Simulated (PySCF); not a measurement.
SMILES [SiH3]c1ccc[c]([GeH3])c1 (C6H10GeSi) at its GFN2-xTB optimised geometry (Å):

```
18

Si    -2.0923    -2.0591     0.0157
C     -1.1367    -0.4314     0.0000
C     -1.7855     0.7992    -0.0002
C     -1.0703     1.9845    -0.0010
C      0.3117     1.9565    -0.0008
C      0.9914     0.7434     0.0000
Ge     2.9424     0.7071     0.0045
C      0.2544    -0.4314     0.0000
H     -3.5095    -1.7790    -0.2190
H     -1.5673    -2.9313    -1.0376
H     -1.9171    -2.7060     1.3193
H     -2.8662     0.8300    -0.0011
H     -1.5925     2.9313    -0.0022
H      0.8746     2.8815    -0.0026
H      3.4430    -0.6978    -0.0898
H      3.5095     1.4885    -1.1390
H      3.5038     1.3175     1.2505
H      0.7830    -1.3778    -0.0017
```

Level of theory: CAM-B3LYP/def2-SVP run with PySCF. Cells within 0.4 Å of a nucleus heavier than hydrogen are left out (blank, or x).

Map of the Laplacian of the electron density (e/bohr⁵), clipped to [-1.50, 1.50] on the plane z = 0.0 Å:

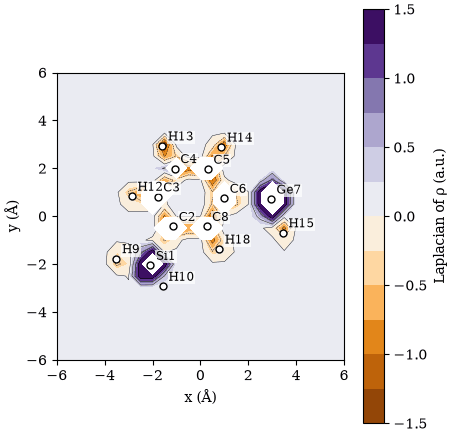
Figure. Laplacian of the electron density (e/bohr⁵), clipped to [-1.50, 1.50] on the plane z = 0.0 Å.
